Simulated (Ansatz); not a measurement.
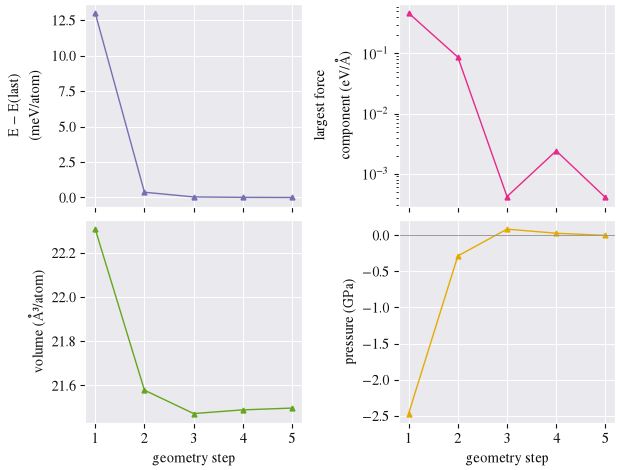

History of a geometry optimisation. Atoms and cell relax. A closing SCF on a freshly chosen basis isn't drawn.

```
crystal:
  lattice:
    - [0.0, 5.630034, 0.0]
    - [5.630034, 0.0, 0.0]
    - [2.815017, 2.815017, -5.630034]
  atoms:
    - { symbol: Ga, position: [0.5, 0.5, 0.0] }
    - { symbol: Ga, position: [0.25, 0.75, 0.5] }
    - { symbol: As, position: [0.375, 0.362, 0.75] }
    - { symbol: As, position: [0.638, 0.125, 0.25] }
    - { symbol: As, position: [0.875, 0.888, 0.75] }
    - { symbol: As, position: [0.112, 0.625, 0.25] }
    - { symbol: Zn, position: [0.0, 0.0, 0.0] }
    - { symbol: Zn, position: [0.75, 0.25, 0.5] }
  symmetry: { tolerance: 0.0003 }
kpoints:
  mp_grid: { grid: [4, 4, 4], shift: [0, 0, 0] }
magnetization:
  spin_polarized: false
scf:
  occupations: { method: fermi_dirac }
hamiltonian:
  pseudopotentials: { kind: paw }
  xc: lda
basis:
  ecutwfc: 500
output:
  forces: true
  stress: true
  eigenvalues: true
relax:
  max_steps: 40
  cell: {}
  f_tol: 0.05
  max_displacement: 0.3
```

Run as:
```bash
ansatz run input.yaml --threads 1 --pin off --max-ram 2560MiB --backend cpu --events-out ev --progress --plain --runs-dir out
```

How did the optimisation end?

Answer. The optimisation met its thresholds at geometry 5, counting the start as the first. The energy fell by about 13 meV/atom from the first step to the last. The largest force component goes from about 0.47 eV/Å at the start to 4 × 10⁻⁴ eV/Å at the end.

Was the starting cell too large or too small?

Answer. The volume shrinks from 22.31 to 21.50 Å³ per atom (−3.6 %), as the pressure goes from −2.5 GPa to about 0 GPa. The start was expanded.
